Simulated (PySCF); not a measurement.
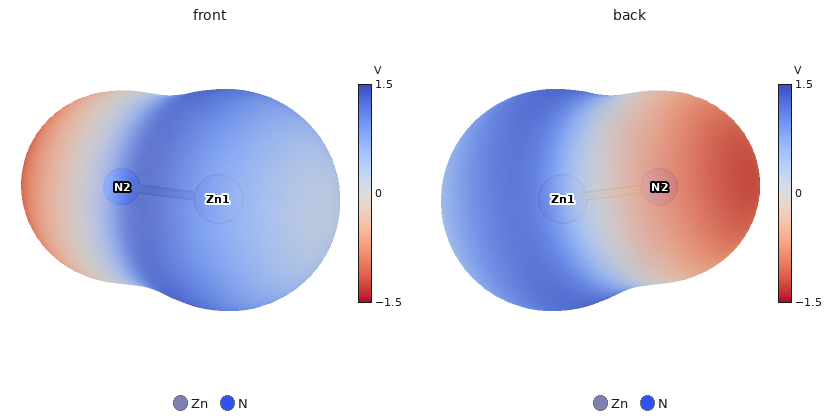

*ZnN (quartet). The molecular electrostatic potential painted on the density surface at 0.002 e/bohr³, seen from the front and from behind; red is negative and blue positive.*

Theory: PySCF 2.14.0, PBE0/def2-SVPD, non-relativistic Hamiltonian with scalar-relativistic core potentials where named, at a bond length of 2.024 Å.

Where is the surface potential most negative and most positive?

Answer. The most negative region (about −1.3 V, or −30 kcal/mol for a unit charge) lies over N2, the most positive (about +1.2 V, or +28 kcal/mol for a unit charge) over Zn1. N2 is the likeliest acceptor of a hydrogen bond.
